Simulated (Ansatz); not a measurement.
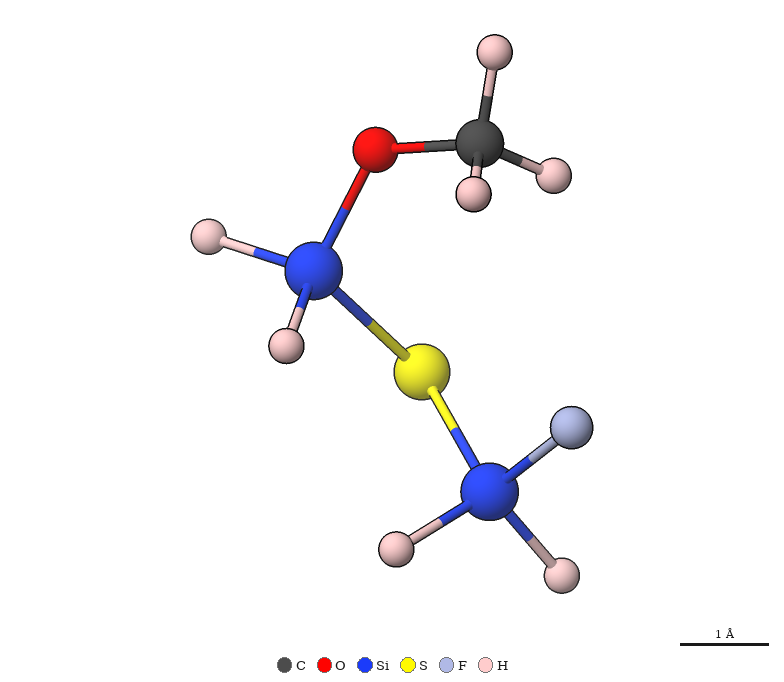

The structure as it stands in the input.

Ansatz 0.2.0 input:

```yaml
crystal:
  periodic: [false, false, false]
  atoms:
    - {symbol: C, position_ang: [-1.992004, 0.114997, 0.571150]}
    - {symbol: O, position_ang: [-1.234290, -0.942151, 1.124498]}
    - {symbol: Si, position_ang: [0.381910, -1.087335, 0.983740]}
    - {symbol: S, position_ang: [1.013522, -1.312255, -1.058922]}
    - {symbol: Si, position_ang: [1.596862, 0.680010, -1.448776]}
    - {symbol: F, position_ang: [0.333760, 1.663879, -1.415258]}
    - {symbol: H, position_ang: [-3.019843, 0.007580, 0.918653]}
    - {symbol: H, position_ang: [-1.610304, 1.090577, 0.889625]}
    - {symbol: H, position_ang: [-1.978111, 0.076606, -0.521697]}
    - {symbol: H, position_ang: [1.077756, 0.111785, 1.522917]}
    - {symbol: H, position_ang: [0.744083, -2.326761, 1.698736]}
    - {symbol: H, position_ang: [2.160685, 0.702523, -2.815661]}
    - {symbol: H, position_ang: [2.546574, 1.185844, -0.434405]}
basis:
  gaussian: {orbitals: pcseg-2, final_grid: {core_spheres: 8, valence_spheres: 7, degree: 23}}
hamiltonian: {xc: {name: revPBE}}
accuracy: high
```

Command:

```sh
ansatz run in.yaml --threads 2 --pin off --events-out ev --progress --plain --max-ram 20480MiB --backend cuda --devices 0, --max-vram 18GiB
```

Result:

```
Functional definition: revPBE
  name "revPBE"
  cite "Zhang & Yang, Phys. Rev. Lett. 80, 890 (1998) doi:10.1103/PhysRevLett.80.890"
  cite "Perdew, Burke & Ernzerhof, Phys. Rev. Lett. 77, 3865 (1996) doi:10.1103/PhysRevLett.77.3865"
  parameter kappa = 1.245
  parameter beta = 0.06672455060314922
  exchange = pbe_x(kappa = kappa, mu = beta*pi^2/3)
  correlation = pbe_c(beta = beta)
5393 factors; integrals over basis functions are off by at most 3.2e-8 eV
mean field evaluation 1: about -32496.8692 eV, gradient 7.0e1 eV
mean field evaluation 2: about -32458.1858 eV, gradient 1.5e2 eV
mean field evaluation 4: about -32505.9410 eV, gradient 1.2e1 eV
mean field evaluation 8: about -32506.2039 eV, gradient 3.2e-1 eV
mean field evaluation 16: about -32506.1921 eV, gradient 1.0e-3 eV
mean field -32506.19213112 eV, -1194.5805273304 hartree, gradient 2.2e-8 eV, S^2 0.000000; 0 other end points of the search recorded, 0 dependent functions left out
reference -32506.19213768 eV, -1194.5805275715 hartree; 37, 37 occupied and 253, 253 virtual orbitals, 5393 factors
Total energy: -32506.19213768 eV, -1194.5805275715 hartree
```

Self-consistency was reached.
